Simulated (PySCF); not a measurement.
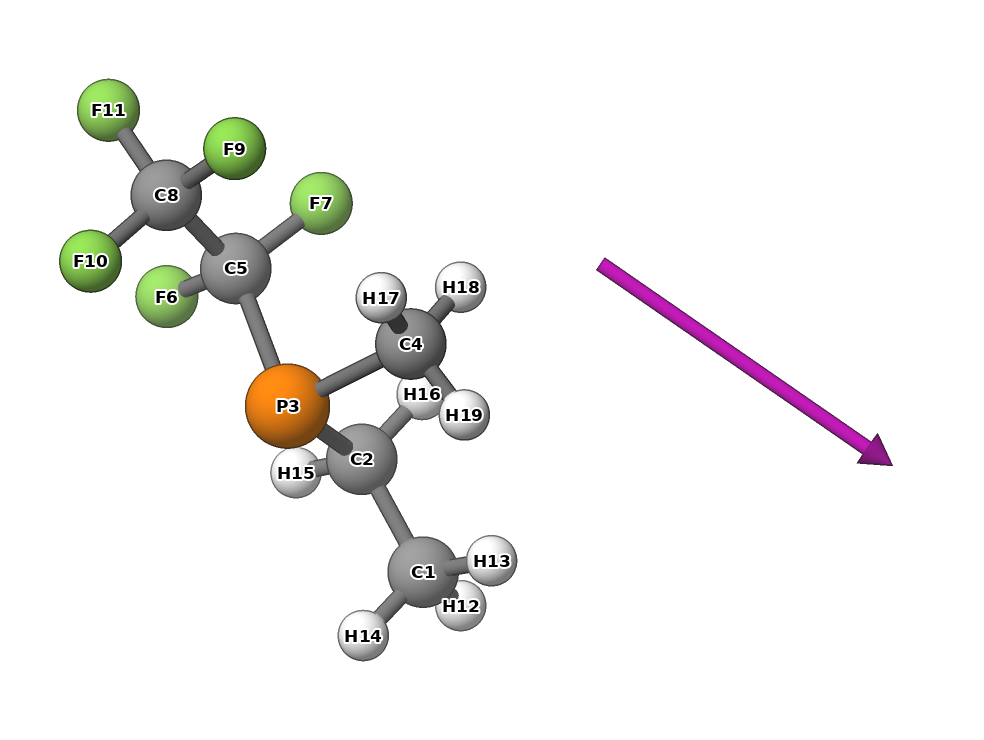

The arrow beside the molecule shows the direction of the dipole moment, from the negative to the positive end (its length means nothing). The geometry was computed by an optimisation with GFN2-xTB. No frequency run is at hand to confirm it as a minimum. Level of theory: PBE0/pcSseg-1, gas phase (PySCF 2.14.0).

### How large is the dipole moment?

2.73 D; it points from the side of F11 to the side of H12, H13 (the outermost atoms at the two ends).

The geometry is semi-empirical. Around P such bond lengths and angles can be off by a tenth of an ångström or more and by several degrees, and values that hang on the shape move with them.
